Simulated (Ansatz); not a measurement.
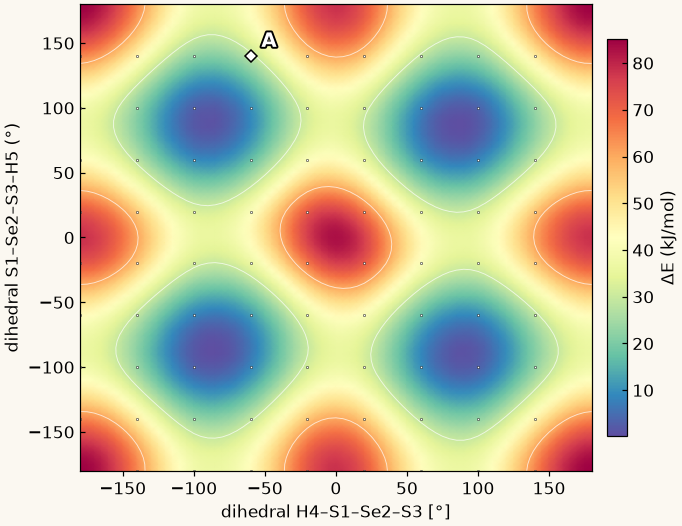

H2S2Se, SMILES S[Se]S. First axis: dihedral H4–S1–Se2–S3. Second axis: dihedral S1–Se2–S3–H5. Nothing is relaxed (all other coordinates rigid). Grid: 9 × 9 points; 25 points were computed and 56 follow by symmetry. Energies: kJ/mol, counted from the relaxed molecule at the same level. Computed with Ansatz 0.2.0, RHF-MP2, frozen core/def2-TZVP.

The picture shows a smooth colour map with a few white contour lines, dots at the grid points, the point A. Between grid points the surface is interpolated.

Question: Is A at rest? If not, where is it pushed?

Answer: A, at dihedral H4–S1–Se2–S3 = −60°, dihedral S1–Se2–S3–H5 = 140°, is not a stationary point. The computed force is 0.53 kJ/mol for each degree towards smaller values of dihedral H4–S1–Se2–S3 and 0.6 kJ/mol for each degree towards smaller values of dihedral S1–Se2–S3–H5.
